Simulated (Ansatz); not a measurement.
```yaml
atoms:
  - { symbol: Ge, position_ang: [0.0937, 0.6225, 0.0621] }
  - { symbol: C, position_ang: [-0.0312, 0.3858, 1.9959] }
  - { symbol: H, position_ang: [-1.0800, 0.3596, 2.3242] }
  - { symbol: H, position_ang: [0.4628, 1.2494, 2.4691] }
  - { symbol: H, position_ang: [0.4858, -0.5277, 2.3227] }
  - { symbol: C, position_ang: [1.8954, 0.4071, -0.6646] }
  - { symbol: H, position_ang: [2.4952, 1.2645, -0.3201] }
  - { symbol: H, position_ang: [1.8813, 0.4072, -1.7637] }
  - { symbol: H, position_ang: [2.3660, -0.5155, -0.2962] }
  - { symbol: C, position_ang: [-0.9949, 2.0276, -0.7209] }
  - { symbol: H, position_ang: [-0.9791, 1.9776, -1.8198] }
  - { symbol: H, position_ang: [-0.5811, 3.0027, -0.4197] }
  - { symbol: H, position_ang: [-2.0333, 1.9737, -0.3615] }
  - { symbol: N, position_ang: [-0.7936, -1.0325, -0.6089] }
  - { symbol: C, position_ang: [-0.4527, -2.3797, -0.2849] }
  - { symbol: H, position_ang: [-1.5783, -0.9519, -1.2688] }
  - { symbol: H, position_ang: [-0.2192, -2.9453, -1.2110] }
  - { symbol: H, position_ang: [0.3952, -2.4302, 0.4100] }
  - { symbol: H, position_ang: [-1.3319, -2.8951, 0.1561] }
```

Geometry: B3LYP-D4/def2-SVP.

Method: UKS PBE0-D4/def2-TZVP (Ansatz 0.2.0).

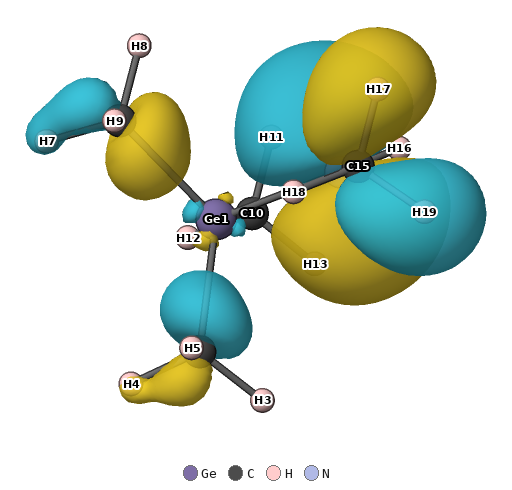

C4H13GeN (charge +1, doublet). The LUMO (β) at ±0.08 Å⁻³ᐟ² (yellow and cyan are the two phases), seen at an oblique angle.

What is the character of this orbital?

By Hirshfeld shares it lies mainly on N14 (about 60 %), C15 (about 10 %) and Ge1 (about 5 %). Its energy is −8.94 eV.
